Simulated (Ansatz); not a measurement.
C$_{3}$H$_{6}$AlN: molecular dynamics (part 2 of 2)

The same run, continued: C$_{3}$H$_{6}$AlN; RKS BLYP-d4/def2-SVP (Ansatz 0.2.0). The geometry comes from this level: PBE0-D4/def2-TZVP.

Trajectory as extended XYZ, continued
```
11
Properties=species:S:1:pos:R:3:forces:R:3 step=9 time_fs=9.0 energy=-11285.37274 temperature=285.9
N     0.0316    2.8521    0.9525    1.2674  -0.1157  -1.0650
C     0.8067    2.0767    0.2251   -1.1360   1.0389   0.7585
Al    0.3716    0.2087   -0.1034   -0.6914  -0.9812  -0.1845
C    -0.9942   -1.2382    0.0689    0.0011  -0.3792  -0.2172
C     0.4207   -1.6372   -0.6425   -1.1211   1.2932  -2.4988
H    -0.8076    2.3313    1.1848   -0.8733  -0.4837   0.6317
H     1.6754    2.5882   -0.1915    0.8056   0.1847  -0.1121
H    -1.9268   -1.4642   -0.5605    0.9714   0.3184   0.5894
H    -1.1510   -1.6753    1.0906    0.1649   0.1496  -0.3169
H     0.2213   -1.6443   -1.8106    0.3454   0.0837   1.6413
H     1.1216   -2.4352   -0.4824    0.2660  -1.1087   0.7734
11
Properties=species:S:1:pos:R:3:forces:R:3 step=10 time_fs=10.0 energy=-11285.41319 temperature=296.5
N     0.0272    2.8494    0.9533    1.7534   0.0511  -1.2361
C     0.8084    2.0797    0.2209   -1.2939   1.0411   0.8964
Al    0.3769    0.2113   -0.1042   -0.7941  -1.1869  -0.1499
C    -1.0047   -1.2418    0.0752    0.8507  -0.0126  -0.2873
C     0.4181   -1.6414   -0.6370   -1.0739   1.4325  -1.9820
H    -0.8062    2.3383    1.1982   -1.0807  -0.6906   0.6192
H     1.6857    2.5800   -0.1948    0.7026   0.2520  -0.0734
H    -1.8998   -1.4734   -0.5557    0.3119   0.1970   0.2551
H    -1.1513   -1.6571    1.0949    0.0960  -0.0027  -0.0437
H     0.2294   -1.6200   -1.7869    0.2301   0.0217   1.2412
H     1.1026   -2.4548   -0.4868    0.2977  -1.1025   0.7606
11
Properties=species:S:1:pos:R:3:forces:R:3 step=11 time_fs=11.0 energy=-11285.46419 temperature=308.1
N     0.0241    2.8465    0.9530    1.5236  -0.0928  -1.1304
C     0.8083    2.0825    0.2171   -1.1950   1.0528   0.8846
Al    0.3817    0.2141   -0.1050   -0.8831  -1.3714  -0.0935
C    -1.0144   -1.2456    0.0810    1.7681   0.3968  -0.2222
C     0.4136   -1.6441   -0.6334   -0.6592   1.1274  -0.9917
H    -0.8162    2.3352    1.2165   -0.6667  -0.5039   0.4132
H     1.7001    2.5731   -0.1993    0.4382   0.2344   0.0317
H    -1.8742   -1.4791   -0.5472   -0.4652   0.0239  -0.2130
H    -1.1532   -1.6424    1.0979    0.0459  -0.1351   0.2264
H     0.2408   -1.5969   -1.7507    0.0511  -0.0258   0.4351
H     1.0848   -2.4851   -0.4828    0.0422  -0.7061   0.6598
11
Properties=species:S:1:pos:R:3:forces:R:3 step=12 time_fs=12.0 energy=-11285.44806 temperature=312.9
N     0.0218    2.8430    0.9517    0.8978  -0.3879  -0.8498
C     0.8067    2.0848    0.2133   -0.9848   1.0222   0.7945
Al    0.3855    0.2166   -0.1062   -0.9593  -1.5233  -0.0248
C    -1.0231   -1.2494    0.0864    2.5219   0.7301  -0.0604
C     0.4084   -1.6463   -0.6307   -0.0957   0.5725   0.4576
H    -0.8346    2.3244    1.2350    0.0726  -0.1089   0.0924
H     1.7153    2.5644   -0.2050    0.1350   0.2065   0.1564
H    -1.8550   -1.4842   -0.5419   -1.1248  -0.1395  -0.6227
H    -1.1565   -1.6299    1.1047    0.0178  -0.2038   0.3452
H     0.2516   -1.5727   -1.7078   -0.1590  -0.0459  -0.7806
H     1.0697   -2.5197   -0.4714   -0.3214  -0.1220   0.4921
11
Properties=species:S:1:pos:R:3:forces:R:3 step=13 time_fs=13.0 energy=-11285.36130 temperature=276.3
N     0.0199    2.8379    0.9493    0.2483  -0.5432  -0.4859
C     0.8039    2.0876    0.2104   -0.6625   0.8891   0.6149
Al    0.3888    0.2188   -0.1078   -1.0231  -1.6332   0.0423
C    -1.0302   -1.2533    0.0917    2.8668   0.9409  -0.0630
C     0.4026   -1.6482   -0.6278    0.3939  -0.0360   1.9564
H    -0.8543    2.3127    1.2506    0.7232   0.2398  -0.2127
H     1.7318    2.5547   -0.2070   -0.1680   0.1831   0.2734
H    -1.8466   -1.4886   -0.5436   -1.4050  -0.2143  -0.7508
H    -1.1597   -1.6152    1.1156   -0.0046  -0.2431   0.3529
H     0.2590   -1.5480   -1.6710   -0.3302  -0.0331  -2.0080
H     1.0539   -2.5539   -0.4534   -0.6389   0.4500   0.2805
11
Properties=species:S:1:pos:R:3:forces:R:3 step=14 time_fs=14.0 energy=-11285.29759 temperature=245.4
N     0.0185    2.8314    0.9453   -0.2997  -0.4651  -0.0710
C     0.7998    2.0916    0.2078   -0.2164   0.6362   0.3488
Al    0.3914    0.2200   -0.1096   -1.0668  -1.6843   0.0949
C    -1.0346   -1.2579    0.0970    2.6654   1.0094  -0.4017
C     0.3975   -1.6501   -0.6240    0.6041  -0.4601   2.7353
H    -0.8680    2.3031    1.2641    1.1274   0.4554  -0.4481
H     1.7485    2.5476   -0.2036   -0.4552   0.1564   0.3568
H    -1.8515   -1.4924   -0.5525   -1.1703  -0.1513  -0.4774
H    -1.1624   -1.5971    1.1288   -0.0236  -0.2823   0.3121
H     0.2606   -1.5243   -1.6532   -0.3758  -0.0456  -2.5256
H     1.0324   -2.5828   -0.4337   -0.7891   0.8312   0.0759
11
Properties=species:S:1:pos:R:3:forces:R:3 step=16 time_fs=16.0 energy=-11285.35794 temperature=267.3
N     0.0167    2.8170    0.9360   -0.7421   0.2815   0.5960
C     0.7914    2.1023    0.2014    0.4936  -0.1495  -0.1409
Al    0.3947    0.2202   -0.1129   -1.1125  -1.7191   0.1234
C    -1.0382   -1.2632    0.1061    1.4743   0.7686  -0.9631
C     0.3920   -1.6579   -0.6106    0.0960  -0.1613   1.2645
H    -0.8652    2.3014    1.2749    1.0279   0.3845  -0.5709
H     1.7658    2.5369   -0.1832   -0.6042   0.2419   0.2995
H    -1.8906   -1.4989   -0.5732   -0.0033   0.1408   0.5535
H    -1.1675   -1.5666    1.1667    0.0090  -0.2059  -0.2611
H     0.2456   -1.4816   -1.6803   -0.0480  -0.4039  -0.7304
H     0.9765   -2.6131   -0.3992   -0.5907   0.8225  -0.1704
11
Properties=species:S:1:pos:R:3:forces:R:3 step=17 time_fs=17.0 energy=-11285.35792 temperature=283.4
N     0.0158    2.8101    0.9314   -0.5399   0.9057   0.7767
C     0.7873    2.1091    0.1974    0.7648  -0.6287  -0.3549
Al    0.3953    0.2193   -0.1144   -1.1160  -1.7193   0.1117
C    -1.0385   -1.2630    0.1094    0.9293   0.6153  -0.9906
C     0.3897   -1.6639   -0.6021   -0.3999   0.4438   0.1430
H    -0.8444    2.3043    1.2711    0.4390   0.0982  -0.4095
H     1.7675    2.5323   -0.1662   -0.4869   0.3444   0.1713
H    -1.9136   -1.5003   -0.5779    0.4898   0.2562   0.9354
H    -1.1693   -1.5608    1.1849    0.0474  -0.1259  -0.6260
H     0.2359   -1.4681   -1.7090    0.1504  -0.6269   0.4264
H     0.9399   -2.6166   -0.3842   -0.2781   0.4372  -0.1835
11
Properties=species:S:1:pos:R:3:forces:R:3 step=18 time_fs=18.0 energy=-11285.29318 temperature=250.4
N     0.0149    2.8033    0.9272   -0.0174   1.6618   0.8007
C     0.7844    2.1164    0.1929    0.9892  -1.0825  -0.5399
Al    0.3957    0.2174   -0.1162   -1.1064  -1.6759   0.1030
C    -1.0382   -1.2626    0.1114    0.5890   0.5458  -0.9237
C     0.3877   -1.6692   -0.5933   -0.8610   1.0522  -0.7038
H    -0.8159    2.3063    1.2622   -0.4919  -0.3662  -0.0930
H     1.7674    2.5318   -0.1467   -0.3107   0.4431   0.0162
H    -1.9306   -1.4985   -0.5762    0.7685   0.3091   1.1096
H    -1.1707   -1.5601    1.1960    0.0794  -0.0643  -0.8520
H     0.2266   -1.4600   -1.7345    0.3025  -0.7912   1.2457
H     0.9024   -2.6183   -0.3686    0.0587  -0.0321  -0.1626
11
Properties=species:S:1:pos:R:3:forces:R:3 step=19 time_fs=19.0 energy=-11285.20862 temperature=206.6
N     0.0134    2.7983    0.9236    0.6913   2.3370   0.6544
C     0.7829    2.1224    0.1877    1.0658  -1.4053  -0.6047
Al    0.3962    0.2144   -0.1179   -1.0851  -1.5792   0.1041
C    -1.0363   -1.2623    0.1117    0.4624   0.5529  -0.6598
C     0.3856   -1.6727   -0.5847   -1.2249   1.5591  -1.2716
H    -0.7903    2.3052    1.2496   -1.5030  -0.8900   0.2765
H     1.7661    2.5331   -0.1266   -0.0954   0.5355  -0.1432
H    -1.9379   -1.4920   -0.5649    0.7959   0.2898   1.0592
H    -1.1696   -1.5619    1.2031    0.1112  -0.0015  -1.0174
H     0.2191   -1.4609   -1.7505    0.3938  -0.8608   1.6986
H     0.8646   -2.6191   -0.3557    0.3882  -0.5377  -0.0961
11
Properties=species:S:1:pos:R:3:forces:R:3 step=20 time_fs=20.0 energy=-11285.19640 temperature=190.1
N     0.0112    2.7954    0.9211    0.9530   2.5576   0.5959
C     0.7818    2.1269    0.1821    1.0075  -1.5910  -0.5643
Al    0.3964    0.2108   -0.1193   -1.0477  -1.4299   0.1205
C    -1.0325   -1.2620    0.1118    0.5257   0.6532  -0.3287
C     0.3818   -1.6738   -0.5782   -1.3502   1.6998  -1.5236
H    -0.7782    2.2931    1.2380   -1.9397  -1.0923   0.4301
H     1.7629    2.5369   -0.1098    0.1220   0.6126  -0.2809
H    -1.9369   -1.4819   -0.5420    0.5886   0.2138   0.8001
H    -1.1651   -1.5659    1.2032    0.1396   0.0357  -1.0189
H     0.2153   -1.4740   -1.7527    0.4111  -0.8295   1.8070
H     0.8301   -2.6233   -0.3444    0.5901  -0.8301  -0.0374
```

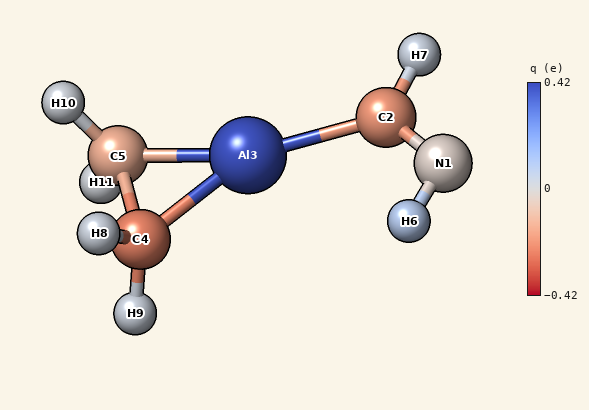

Figure 1. Mulliken charges, as the colour of each atom (ball-and-stick view, seen at a tilt; atoms are numbered from 1 in the order of the input). By element: N −0.03, C −0.24 to −0.14, Al +0.40 and H +0.01 to +0.09 e.

The run was set up as follows.

Input
```yaml
crystal:
  periodic: [false, false, false]
  atoms:
    - {symbol: N, position_ang: [0.062231, 2.870849, 0.940696]}
    - {symbol: C, position_ang: [0.807999, 2.073910, 0.284406]}
    - {symbol: Al, position_ang: [0.318683, 0.194557, -0.093540]}
    - {symbol: C, position_ang: [-0.921724, -1.241724, 0.050461]}
    - {symbol: C, position_ang: [0.419588, -1.595237, -0.729639]}
    - {symbol: H, position_ang: [-0.806908, 2.421500, 1.238864]}
    - {symbol: H, position_ang: [1.755074, 2.507316, -0.060351]}
    - {symbol: H, position_ang: [-1.821954, -1.290086, -0.560313]}
    - {symbol: H, position_ang: [-1.068892, -1.802158, 0.972239]}
    - {symbol: H, position_ang: [0.280985, -1.849838, -1.778915]}
    - {symbol: H, position_ang: [1.040218, -2.346089, -0.243207]}
basis:
  gaussian: {orbitals: def2-SVP}
hamiltonian: {xc: {name: BLYP}, dispersion: d4}
md: {timestep: 1 fs, n_steps: 20, ensemble: nvt_langevin, temperature: 500, initial_velocities: maxwell_boltzmann, friction: 0.01, seed: 402}
```

Command:
```bash
ansatz run in.yaml --threads 4 --pin off --events-out ev --progress --plain --max-ram 10444MiB
```

Key numbers

| quantity | value |
| --- | --- |
| outcome | finished |
| mean temperature over the second half | 261 K |
| trajectory | 20 steps, 20 fs |
| ensemble | nvt_langevin |
| temperature in the input | 500 K |
| time step | 1 fs |
| potential energy (last step) | −11285.1967 eV |
| mean-field energy (last step) | −11284.7757 eV |
| dispersion energy (last step) | −0.4211 eV |
| SCF solution under orbital rotations (last step) | stable |
| largest force (length of the vector) (last step) | 2.794 eV/Å |
| dipole moment (last step) | 0.83 D |
| hardware | 4 CPU threads, shared host |
| wall time | 17 s (CPU time 56 s) |
| peak memory | 0.45 GiB |

Notes

So short a trajectory is not equilibrated. The logged temperature at the start can lie below the typed one, since it is counted over all degrees of freedom. The temperature stays far from the 500 K of the thermostat over the second half: the run isn't equilibrated.
